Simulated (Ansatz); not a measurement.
# Al2P (quartet): wB97M-V, B2PLYP over vertical spin and charge gaps, def2-QZVPP

Aim: run Al2P (quartet) with these functionals over vertical spin and charge gaps, and hold them against the top wave-function level at the same points.

Method: def2-QZVPP, all electrons in the functionals, frozen cores in the correlation of double hybrids and RPA; program: Ansatz 0.2.0, Gaussian basis.

Plan: wB97M-V, B2PLYP, at charge 0, quartet; charge 0, doublet; charge 0, sextet; charge 1, triplet; charge 1, quintet.

6 further runs of the same task are left out: 6 set aside as unsound or not needed.

### Step 1. The system

The geometry is a PBE0/def2-TZVP stationary point (not a proven minimum).

3 atoms, charge 0, spin multiplicity 4.

Atoms are counted from 1 here; the program's logs count them from 0.

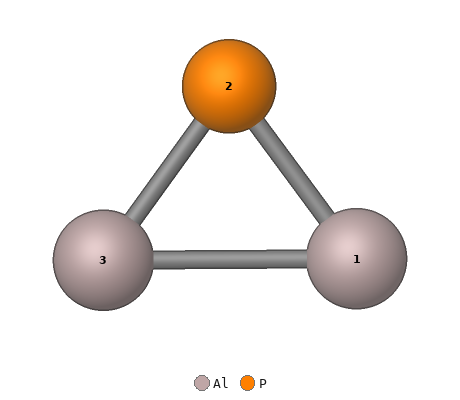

The geometry (aluminium light grey, phosphorus orange); atoms are numbered from 1 in the order of the file.

No dispersion term is added; wB97M-V holds VV10 nonlocal correlation.

The geometry shown and the zero of energy belong to the point charge 0, quartet. The yardstick, UCCSD(T), and other wave-function levels (R restricted, U unrestricted, valence and pair active spaces) come from earlier runs.

### Step 2. wB97M-V, charge 0, quartet

in.yaml reads:

```yaml
crystal:
  periodic: [false, false, false]
  atoms:
    - {symbol: Al, position_ang: [0.000000, -0.665301, -1.332700]}
    - {symbol: P, position_ang: [0.000000, 1.159099, 0.000000]}
    - {symbol: Al, position_ang: [0.000000, -0.665301, 1.332700]}
basis:
  gaussian: {orbitals: "def2-QZVPP.json"}
magnetization: {spin_polarized: true, initial_magnetization: 3}
hamiltonian: {xc: {name: wB97M-V}}
output: {orbitals: {seedname: orbitals}}
```

Launch:

```bash
$ ansatz run in.yaml --threads 1 --pin off --events-out ev --progress --plain --max-ram 2393MiB
```

What it wrote, cut to the lines that bear on the results:

```text
Functional definition: wB97M-V
  name "wB97M-V"
  cite "Mardirossian & Head-Gordon, J. Chem. Phys. 144, 214110 (2016) doi:10.1063/1.4952647"
  cite "Becke, J. Chem. Phys. 107, 8554 (1997) doi:10.1063/1.475007"
  cite "Vydrov & Van Voorhis, J. Chem. Phys. 133, 244103 (2010) doi:10.1063/1.3521275"
  # Of w^i u^j: cxij and so on, Table III.
[...]
  gx(w, u) = 1 - cx + cx01*u + cx10*w
  gss(w, u) = css00 + css04*u^4 + css10*w + css20*w^2 + css43*w^4*u^3
  gos(w, u) = cos00 + cos10*w + (cos20 + cos21*u)*w^2 + (cos60 + cos61*u)*w^6
[...]
      + integral(e_c_pw_mod_opposite_spin*gos(b97_w_opposite, b97_u_opposite)) + vv10(b, c)
1058 factors; their error is unknown
243 factors; integrals over basis functions are off by at most 2.5e-5 eV
[...]
mean field -22480.03116003 eV, -826.1259076187 hartree, gradient 1.8e-5 eV, S^2 3.760877; 4 other end points of the search recorded, 0 dependent functions left out
reference -22480.03120244 eV, -826.1259091772 hartree; 22, 19 occupied and 188, 191 virtual orbitals, 1058 factors
Total energy: -22480.03120244 eV, -826.1259091772 hartree
```

Wall time 2 min (1 thread of Arm Neoverse N1, shared host); peak memory 0.69 GiB.

From the report: ⟨S²⟩ of the determinant 3.761 (pure quartet: 3.75).

### Step 3. wB97M-V, charge 0, doublet

in.yaml, as its differences from that of step 2:

```diff
@@ -8,3 +8,3 @@
   gaussian: {orbitals: "def2-QZVPP.json"}
-magnetization: {spin_polarized: true, initial_magnetization: 3}
+magnetization: {spin_polarized: true, initial_magnetization: 1}
 hamiltonian: {xc: {name: wB97M-V}}
```

The command is unchanged.

What it wrote, cut to the lines that bear on the results:

```text
Functional definition: wB97M-V
  name "wB97M-V"
  cite "Mardirossian & Head-Gordon, J. Chem. Phys. 144, 214110 (2016) doi:10.1063/1.4952647"
  cite "Becke, J. Chem. Phys. 107, 8554 (1997) doi:10.1063/1.475007"
  cite "Vydrov & Van Voorhis, J. Chem. Phys. 133, 244103 (2010) doi:10.1063/1.3521275"
  # Of w^i u^j: cxij and so on, Table III.
[...]
  gx(w, u) = 1 - cx + cx01*u + cx10*w
  gss(w, u) = css00 + css04*u^4 + css10*w + css20*w^2 + css43*w^4*u^3
  gos(w, u) = cos00 + cos10*w + (cos20 + cos21*u)*w^2 + (cos60 + cos61*u)*w^6
[...]
      + integral(e_c_pw_mod_opposite_spin*gos(b97_w_opposite, b97_u_opposite)) + vv10(b, c)
1058 factors; their error is unknown
243 factors; integrals over basis functions are off by at most 2.5e-5 eV
[...]
mean field -22481.20167986 eV, -826.1689234289 hartree, gradient 2.1e-5 eV, S^2 0.762102; 4 other end points of the search recorded, 0 dependent functions left out
reference -22481.20172171 eV, -826.1689249670 hartree; 21, 20 occupied and 189, 190 virtual orbitals, 1058 factors
Total energy: -22481.20172171 eV, -826.1689249670 hartree
```

Wall time 4 min (1 thread of Arm Neoverse N1, shared host); peak memory 0.78 GiB.

From the report: ⟨S²⟩ of the determinant 0.762 (pure doublet: 0.75).

From charge 0, quartet: -1.171 eV.

### Step 4. wB97M-V, charge 0, sextet

in.yaml, as its differences from that of step 3:

```diff
@@ -8,3 +8,3 @@
   gaussian: {orbitals: "def2-QZVPP.json"}
-magnetization: {spin_polarized: true, initial_magnetization: 1}
+magnetization: {spin_polarized: true, initial_magnetization: 5}
 hamiltonian: {xc: {name: wB97M-V}}
```

The command is unchanged.

What it wrote, cut to the lines that bear on the results:

```text
Functional definition: wB97M-V
  name "wB97M-V"
  cite "Mardirossian & Head-Gordon, J. Chem. Phys. 144, 214110 (2016) doi:10.1063/1.4952647"
  cite "Becke, J. Chem. Phys. 107, 8554 (1997) doi:10.1063/1.475007"
  cite "Vydrov & Van Voorhis, J. Chem. Phys. 133, 244103 (2010) doi:10.1063/1.3521275"
  # Of w^i u^j: cxij and so on, Table III.
[...]
  gx(w, u) = 1 - cx + cx01*u + cx10*w
  gss(w, u) = css00 + css04*u^4 + css10*w + css20*w^2 + css43*w^4*u^3
  gos(w, u) = cos00 + cos10*w + (cos20 + cos21*u)*w^2 + (cos60 + cos61*u)*w^6
[...]
      + integral(e_c_pw_mod_opposite_spin*gos(b97_w_opposite, b97_u_opposite)) + vv10(b, c)
1058 factors; their error is unknown
243 factors; integrals over basis functions are off by at most 2.5e-5 eV
[...]
mean field -22477.24965025 eV, -826.0236890196 hartree, gradient 2.4e-5 eV, S^2 8.757323; 3 other end points of the search recorded, 0 dependent functions left out
reference -22477.24969026 eV, -826.0236904899 hartree; 23, 18 occupied and 187, 192 virtual orbitals, 1058 factors
Total energy: -22477.24969026 eV, -826.0236904899 hartree
```

It took 3.7 min on 1 thread of Arm Neoverse N1, shared host; peak memory 0.78 GiB.

From the report: ⟨S²⟩ of the determinant 8.757 (pure sextet: 8.75).

From charge 0, quartet: +2.782 eV.

### Step 5. wB97M-V, charge 1, triplet

in.yaml, as its differences from that of step 4:

```diff
@@ -8,3 +8,4 @@
   gaussian: {orbitals: "def2-QZVPP.json"}
-magnetization: {spin_polarized: true, initial_magnetization: 5}
+total_charge: 1
+magnetization: {spin_polarized: true, initial_magnetization: 2}
 hamiltonian: {xc: {name: wB97M-V}}
```

Launched as before.

What it wrote, cut to the lines that bear on the results:

```text
Functional definition: wB97M-V
  name "wB97M-V"
  cite "Mardirossian & Head-Gordon, J. Chem. Phys. 144, 214110 (2016) doi:10.1063/1.4952647"
  cite "Becke, J. Chem. Phys. 107, 8554 (1997) doi:10.1063/1.475007"
  cite "Vydrov & Van Voorhis, J. Chem. Phys. 133, 244103 (2010) doi:10.1063/1.3521275"
  # Of w^i u^j: cxij and so on, Table III.
[...]
  gx(w, u) = 1 - cx + cx01*u + cx10*w
  gss(w, u) = css00 + css04*u^4 + css10*w + css20*w^2 + css43*w^4*u^3
  gos(w, u) = cos00 + cos10*w + (cos20 + cos21*u)*w^2 + (cos60 + cos61*u)*w^6
[...]
      + integral(e_c_pw_mod_opposite_spin*gos(b97_w_opposite, b97_u_opposite)) + vv10(b, c)
1058 factors; their error is unknown
243 factors; integrals over basis functions are off by at most 2.5e-5 eV
[...]
mean field -22473.74795633 eV, -825.8950041417 hartree, gradient 1.2e-5 eV, S^2 2.016379; 2 other end points of the search recorded, 0 dependent functions left out
reference -22473.74800253 eV, -825.8950058394 hartree; 21, 19 occupied and 189, 191 virtual orbitals, 1058 factors
Total energy: -22473.74800253 eV, -825.8950058394 hartree
```

Run time: 3.7 min. Hardware: 1 thread of Arm Neoverse N1, shared host; peak memory 0.77 GiB.

From the report: ⟨S²⟩ of the determinant 2.016 (pure triplet: 2.00).

From charge 0, quartet: +6.283 eV.

### Step 6. wB97M-V, charge 1, quintet

in.yaml, as its differences from that of step 5:

```diff
@@ -9,3 +9,3 @@
 total_charge: 1
-magnetization: {spin_polarized: true, initial_magnetization: 2}
+magnetization: {spin_polarized: true, initial_magnetization: 4}
 hamiltonian: {xc: {name: wB97M-V}}
```

Launched as before.

What it wrote, cut to the lines that bear on the results:

```text
Functional definition: wB97M-V
  name "wB97M-V"
  cite "Mardirossian & Head-Gordon, J. Chem. Phys. 144, 214110 (2016) doi:10.1063/1.4952647"
  cite "Becke, J. Chem. Phys. 107, 8554 (1997) doi:10.1063/1.475007"
  cite "Vydrov & Van Voorhis, J. Chem. Phys. 133, 244103 (2010) doi:10.1063/1.3521275"
  # Of w^i u^j: cxij and so on, Table III.
[...]
  gx(w, u) = 1 - cx + cx01*u + cx10*w
  gss(w, u) = css00 + css04*u^4 + css10*w + css20*w^2 + css43*w^4*u^3
  gos(w, u) = cos00 + cos10*w + (cos20 + cos21*u)*w^2 + (cos60 + cos61*u)*w^6
[...]
      + integral(e_c_pw_mod_opposite_spin*gos(b97_w_opposite, b97_u_opposite)) + vv10(b, c)
1058 factors; their error is unknown
243 factors; integrals over basis functions are off by at most 2.5e-5 eV
[...]
mean field -22471.93798785 eV, -825.8284890267 hartree, gradient 4.3e-5 eV, S^2 6.008677; 1 other end points of the search recorded, 0 dependent functions left out
reference -22471.93803573 eV, -825.8284907864 hartree; 22, 18 occupied and 188, 192 virtual orbitals, 1058 factors
Total energy: -22471.93803573 eV, -825.8284907864 hartree
```

Wall time 80 s (1 thread of Arm Neoverse N1, shared host); peak memory 0.68 GiB.

From the report: ⟨S²⟩ of the determinant 6.009 (pure quintet: 6.00).

From charge 0, quartet: +8.093 eV.

### Step 7. B2PLYP, charge 0, quartet

in.yaml reads:

```yaml
crystal:
  periodic: [false, false, false]
  atoms:
    - {symbol: Al, position_ang: [0.000000, -0.665301, -1.332700]}
    - {symbol: P, position_ang: [0.000000, 1.159099, 0.000000]}
    - {symbol: Al, position_ang: [0.000000, -0.665301, 1.332700]}
basis:
  gaussian: {orbitals: "def2-QZVPP.json"}
magnetization: {spin_polarized: true, initial_magnetization: 3}
hamiltonian: {xc: {name: B2PLYP}}
correlation: {electrons: outside_noble_gas}
```

Launched as before.

What it wrote, cut to the lines that bear on the results:

```text
Functional definition: B2PLYP
  name "B2PLYP"
  cite "Grimme, J. Chem. Phys. 124, 034108 (2006) doi:10.1063/1.2148954"
  cite "Becke, Phys. Rev. A 38, 3098 (1988) doi:10.1103/PhysRevA.38.3098"
  cite "Lee, Yang & Parr, Phys. Rev. B 37, 785 (1988) doi:10.1103/PhysRevB.37.785"
[...]
1245 factors; integrals over basis functions are off by at most 6.1e-4 eV
[...]
mean field -22469.55355973 eV, -825.7408629096 hartree, gradient 4.4e-6 eV, S^2 3.771593; 2 other end points of the search recorded, 0 dependent functions left out
15 core orbitals not correlated: weight in the atoms' cores, before any rotation towards them, 1.000 or more for the frozen orbitals, at most 0.000 for the correlated occupied ones
reference -22469.55368732 eV, -825.7408675987 hartree; 7, 4 occupied and 188, 191 virtual orbitals, 1245 factors
second order -9.16580508 eV of doubles, -0.00000000 eV of singles
Total energy: -22472.02845470 eV, -825.8318136222 hartree
```

Run time: 41 s. Hardware: 1 thread of Arm Neoverse N1, shared host; peak memory 0.58 GiB.

From the report: ⟨S²⟩ of the determinant 3.772 (pure quartet: 3.75).

### Step 8. B2PLYP, charge 0, doublet

in.yaml, as its differences from that of step 7:

```diff
@@ -8,3 +8,3 @@
   gaussian: {orbitals: "def2-QZVPP.json"}
-magnetization: {spin_polarized: true, initial_magnetization: 3}
+magnetization: {spin_polarized: true, initial_magnetization: 1}
 hamiltonian: {xc: {name: B2PLYP}}
```

Same command.

What it wrote, cut to the lines that bear on the results:

```text
Functional definition: B2PLYP
  name "B2PLYP"
  cite "Grimme, J. Chem. Phys. 124, 034108 (2006) doi:10.1063/1.2148954"
  cite "Becke, Phys. Rev. A 38, 3098 (1988) doi:10.1103/PhysRevA.38.3098"
  cite "Lee, Yang & Parr, Phys. Rev. B 37, 785 (1988) doi:10.1103/PhysRevB.37.785"
[...]
1245 factors; integrals over basis functions are off by at most 6.1e-4 eV
[...]
mean field -22470.32827840 eV, -825.7693332955 hartree, gradient 6.6e-6 eV, S^2 0.825226; 8 other end points of the search recorded, 0 dependent functions left out
15 core orbitals not correlated: weight in the atoms' cores, before any rotation towards them, 1.000 or more for the frozen orbitals, at most 0.000 for the correlated occupied ones
reference -22470.32840183 eV, -825.7693378318 hartree; 6, 5 occupied and 189, 190 virtual orbitals, 1245 factors
second order -9.86038766 eV of doubles, -0.00000000 eV of singles
Total energy: -22472.99070650 eV, -825.8671757237 hartree
```

Run time: 1.7 min. Hardware: 1 thread of Arm Neoverse N1, shared host; peak memory 0.69 GiB.

From the report: ⟨S²⟩ of the determinant 0.825 (pure doublet: 0.75).

From charge 0, quartet: -0.962 eV.

### Step 9. B2PLYP, charge 0, sextet

in.yaml, as its differences from that of step 8:

```diff
@@ -8,3 +8,3 @@
   gaussian: {orbitals: "def2-QZVPP.json"}
-magnetization: {spin_polarized: true, initial_magnetization: 1}
+magnetization: {spin_polarized: true, initial_magnetization: 5}
 hamiltonian: {xc: {name: B2PLYP}}
```

The command is unchanged.

What it wrote, cut to the lines that bear on the results:

```text
Functional definition: B2PLYP
  name "B2PLYP"
  cite "Grimme, J. Chem. Phys. 124, 034108 (2006) doi:10.1063/1.2148954"
  cite "Becke, Phys. Rev. A 38, 3098 (1988) doi:10.1103/PhysRevA.38.3098"
  cite "Lee, Yang & Parr, Phys. Rev. B 37, 785 (1988) doi:10.1103/PhysRevB.37.785"
[...]
1245 factors; integrals over basis functions are off by at most 6.1e-4 eV
[...]
mean field -22467.10724184 eV, -825.6509623853 hartree, gradient 1.4e-6 eV, S^2 8.761305; 4 other end points of the search recorded, 0 dependent functions left out
15 core orbitals not correlated: weight in the atoms' cores, before any rotation towards them, 1.000 or more for the frozen orbitals, at most 0.000 for the correlated occupied ones
reference -22467.10736905 eV, -825.6509670603 hartree; 8, 3 occupied and 187, 192 virtual orbitals, 1245 factors
second order -8.00546093 eV of doubles, -0.00000000 eV of singles
Total energy: -22469.26884350 eV, -825.7303997812 hartree
```

Wall time 66 s (1 thread of Arm Neoverse N1, shared host); peak memory 0.58 GiB.

From the report: ⟨S²⟩ of the determinant 8.761 (pure sextet: 8.75).

From charge 0, quartet: +2.760 eV.

### Step 10. B2PLYP, charge 1, triplet

in.yaml, as its differences from that of step 9:

```diff
@@ -8,3 +8,4 @@
   gaussian: {orbitals: "def2-QZVPP.json"}
-magnetization: {spin_polarized: true, initial_magnetization: 5}
+total_charge: 1
+magnetization: {spin_polarized: true, initial_magnetization: 2}
 hamiltonian: {xc: {name: B2PLYP}}
```

Same command.

What it wrote, cut to the lines that bear on the results:

```text
Functional definition: B2PLYP
  name "B2PLYP"
  cite "Grimme, J. Chem. Phys. 124, 034108 (2006) doi:10.1063/1.2148954"
  cite "Becke, Phys. Rev. A 38, 3098 (1988) doi:10.1103/PhysRevA.38.3098"
  cite "Lee, Yang & Parr, Phys. Rev. B 37, 785 (1988) doi:10.1103/PhysRevB.37.785"
[...]
1245 factors; integrals over basis functions are off by at most 6.1e-4 eV
[...]
mean field -22463.28969572 eV, -825.5106701532 hartree, gradient 4.2e-6 eV, S^2 2.047141; 6 other end points of the search recorded, 0 dependent functions left out
15 core orbitals not correlated: weight in the atoms' cores, before any rotation towards them, 1.000 or more for the frozen orbitals, at most 0.000 for the correlated occupied ones
reference -22463.28983044 eV, -825.5106751038 hartree; 6, 4 occupied and 189, 191 virtual orbitals, 1245 factors
second order -8.45056857 eV of doubles, -0.00000000 eV of singles
Total energy: -22465.57148395 eV, -825.5945243239 hartree
```

Run time: 90 s. Hardware: 1 thread of Arm Neoverse N1, shared host; peak memory 0.74 GiB.

From the report: ⟨S²⟩ of the determinant 2.047 (pure triplet: 2.00).

From charge 0, quartet: +6.457 eV.

### Step 11. B2PLYP, charge 1, quintet

in.yaml, as its differences from that of step 10:

```diff
@@ -9,3 +9,3 @@
 total_charge: 1
-magnetization: {spin_polarized: true, initial_magnetization: 2}
+magnetization: {spin_polarized: true, initial_magnetization: 4}
 hamiltonian: {xc: {name: B2PLYP}}
```

Launched as before.

What it wrote, cut to the lines that bear on the results:

```text
Functional definition: B2PLYP
  name "B2PLYP"
  cite "Grimme, J. Chem. Phys. 124, 034108 (2006) doi:10.1063/1.2148954"
  cite "Becke, Phys. Rev. A 38, 3098 (1988) doi:10.1103/PhysRevA.38.3098"
  cite "Lee, Yang & Parr, Phys. Rev. B 37, 785 (1988) doi:10.1103/PhysRevB.37.785"
[...]
1245 factors; integrals over basis functions are off by at most 6.1e-4 eV
[...]
mean field -22461.87337019 eV, -825.4586211499 hartree, gradient 3.7e-6 eV, S^2 6.014664; 2 other end points of the search recorded, 0 dependent functions left out
15 core orbitals not correlated: weight in the atoms' cores, before any rotation towards them, 1.000 or more for the frozen orbitals, at most 0.000 for the correlated occupied ones
reference -22461.87350749 eV, -825.4586261956 hartree; 7, 3 occupied and 188, 192 virtual orbitals, 1245 factors
second order -7.26967506 eV of doubles, -0.00000000 eV of singles
Total energy: -22463.83631976 eV, -825.5307582160 hartree
```

Run time: 36 s. Hardware: 1 thread of Arm Neoverse N1, shared host; peak memory 0.57 GiB.

From the report: ⟨S²⟩ of the determinant 6.015 (pure quintet: 6.00).

From charge 0, quartet: +8.192 eV.

### Step 12. The comparison

No level is safe as a reference over these points; UCCSD(T) serves as a yardstick only. It comes from earlier runs at the same points. Energies in eV, counted from charge 0, quartet; blanks weren't run or aren't comparable.

| level | quartet to doublet | quartet to sextet | ionisation to the triplet cation | ionisation to the quintet cation |
| --- | --- | --- | --- | --- |
| UCCSD(T) |  |  |  | 8.277 |
| wB97M-V | -1.171 | 2.782 | 6.283 | 8.093 |
| B2PLYP | -0.962 | 2.760 | 6.457 | 8.192 |

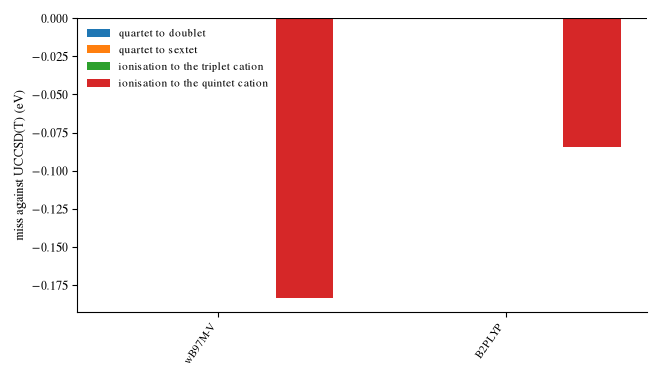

Misses of the gaps against UCCSD(T).

Largest miss and mean time a point (UCCSD(T) took 96 s a point; shared hosts):

| level | largest miss (eV) | where | time a point |
| --- | --- | --- | --- |
| wB97M-V | -0.183 | ionisation to the quintet cation | 2.9 min |
| B2PLYP | -0.084 | ionisation to the quintet cation | 67 s |

### Step 13. Results

| quantity | value |
| --- | --- |
| ionisation to the quintet cation, UCCSD(T) | 8.277 eV |
| largest miss, wB97M-V | -0.183 eV (ionisation to the quintet cation) |
| largest miss, B2PLYP | -0.084 eV (ionisation to the quintet cation) |

What this shows: Misses are known at 1 of 4 points at best, and only functionals with that many are ranked. Of the functionals, B2PLYP keep the smallest largest miss at the points compared (at most 0.084 eV) and wB97M-V strays most (0.183 eV, at ionisation to the quintet cation). Functionals and the yardstick converge differently with the basis, so part of each miss in def2-QZVPP is the basis. The yardstick itself may be off where one determinant is a poor start.
